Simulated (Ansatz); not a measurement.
System (SMILES): F[SiH] (F-SiH) (closed-shell singlet).
Geometry (B3LYP-D3(BJ)/def2-TZVP, fixed):
```
Si
F 1 1.6199
H 1 1.5380 2 96.45
```
Charge 0, spin multiplicity 1.

Basis-set convergence of the dipole moment at HF with Ansatz (a first-principles code). Dipoles come from the density behind the forces; the sign is taken along the dipole that this method gives in the largest set. Cartesian d functions, on some or all atoms, in 6-31+G*; all else is spherical. The program fits the integrals of some runs and decomposes those of others, by size. A restricted Hartree-Fock determinant is unstable towards unrestricted orbitals. No added dispersion term, no relativity. Reference: the value in aug-pcseg-3, 1.147 D. Deviations are taken from unrounded values.

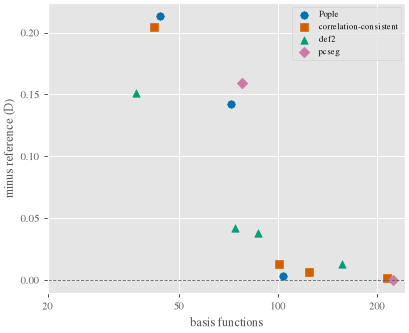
Figure: Deviation from the reference against the number of basis functions, by family of sets.

```csv
basis,functions,dipole moment (D),minus reference (D)
def2-SVP,37,1.298,0.151
cc-pV(D+d)Z,42,1.352,0.205
6-31+G*,44,1.360,0.213
"6-311++G(2d,2p)",72,1.289,0.142
def2-TZVP,74,1.189,0.042
pcseg-2,78,1.306,0.160
def2-TZVPP,87,1.185,0.038
jun-cc-pV(T+d)Z,101,1.160,0.013
"6-311++G(3df,3pd)",104,1.151,0.004
aug-cc-pV(T+d)Z,124,1.153,0.006
def2-QZVPP,157,1.160,0.013
aug-cc-pV(Q+d)Z,215,1.149,0.002
aug-pcseg-3,223,1.147,0.000
```
